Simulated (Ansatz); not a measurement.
**CH3BSi (charge −1, doublet): density, localisation and related maps**

The calculation's input:

```
crystal:
  periodic: [false, false, false]
  atoms:
    - {symbol: C, position_ang: [1.442314, 0.131729, 2.232726]}
    - {symbol: B, position_ang: [0.490382, 0.686409, 1.216966]}
    - {symbol: Si, position_ang: [3.220688, 0.413993, 2.110886]}
    - {symbol: H, position_ang: [0.877564, 1.336649, 0.254710]}
    - {symbol: H, position_ang: [-0.730126, 0.522715, 1.290702]}
    - {symbol: H, position_ang: [1.027924, -0.450101, 3.077917]}
basis:
  gaussian: {orbitals: def2-TZVPD}
output: {forces: true, orbitals: {seedname: orbitals}}
hamiltonian: {xc: {name: PBE0}}
magnetization: {spin_polarized: true, initial_magnetization: 1}
total_charge: -1
```

Run with:

```sh
ansatz run input.yaml --threads 2 --pin off --max-ram 4350MiB --events-out events.jsonl --progress --plain --runs-dir runs
```

Geometry: r2SCAN-D4/def2-SVPD; the highest occupied orbital lies above zero, a sign that basis and functional describe the outermost electron poorly.

Theory: Ansatz 0.2.0, isolated molecule in a Gaussian basis; Kohn-Sham density functional theory, functional PBE0.

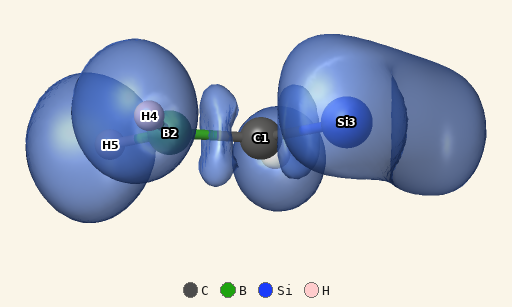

Figure 1. Isosurface of the ELF at 0.85 (blue), seen from one side. Only the valence region is drawn (cores and ρ < 0.01 e/Å³ removed).

Identify the bonds, lone pairs and shells in this picture.

Answer. The surface consists of one region between bonded B–C atoms (shared pairs), one region between bonded C–Si atoms (shared pairs), three regions around hydrogen nuclei and one lobe on Si, pointing away from the bonds (non-bonding electrons). Along the contacts the grid gives the following. C–B (1.50 Å): the ELF peaks at about 0.95 between the atoms; a covalent bond. C–Si (1.80 Å): the ELF peaks at about 0.95 between the atoms (a covalent bond).

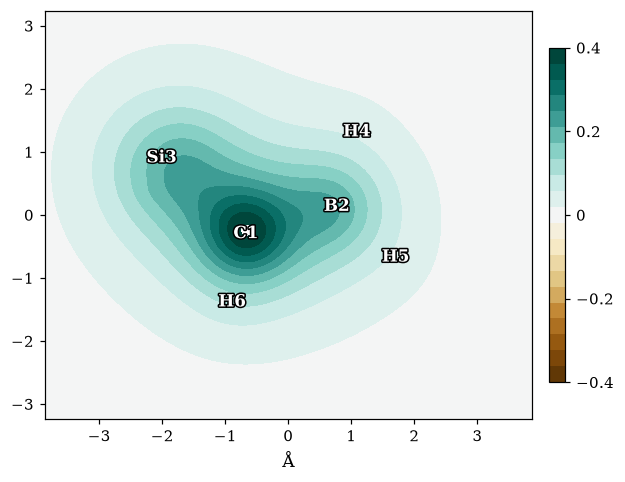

Figure 2. The HOMO−1 (α) on a plane 0.8 Å above the molecular plane (values in Å⁻³ᐟ²; the overall sign is arbitrary).

What is the character of this orbital?

Answer. By Hirshfeld shares it lies mainly on C1 (about 45 %), Si3 (about 30 %) and B2 (about 20 %); it changes sign across the molecular plane (π type); π-bonding across C1–B2 and C1–Si3. Its energy is −1.79 eV.

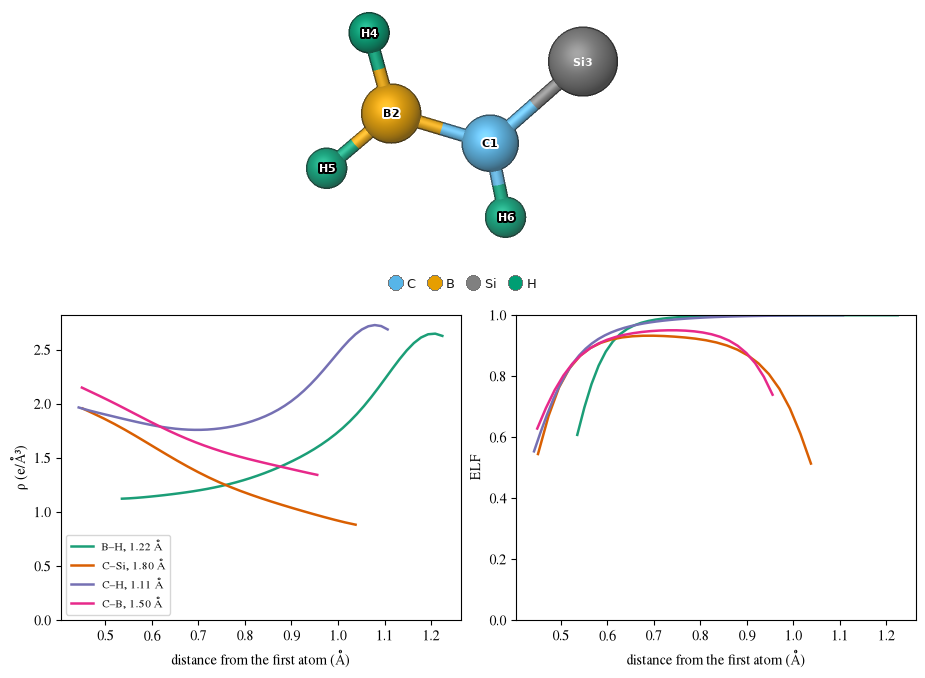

Figure 3. Total electron density and electron localisation function along straight lines between neighbouring atoms. The curves leave out the atomic cores. The structure is drawn too.

Compare the contacts.

Answer. B–H (1.22 Å): ρ at the midpoint is about 1.1 e/Å³; the ELF climbs to about 1 towards the hydrogen, as it does in any bond to H: a covalent bond by its length.
C–Si (1.80 Å): ρ at the midpoint is about 1 e/Å³; the ELF peaks at about 0.95 between the atoms; localised, covalent bonding.
C–H (1.11 Å): the density is about 1.8 e/Å³ at the midpoint; the ELF climbs to about 1 towards the hydrogen (an ordinary covalent bond to hydrogen).
C–B (1.50 Å): ρ is about 1.6 e/Å³ halfway; the ELF peaks at about 0.95 between the atoms (localised, covalent bonding).
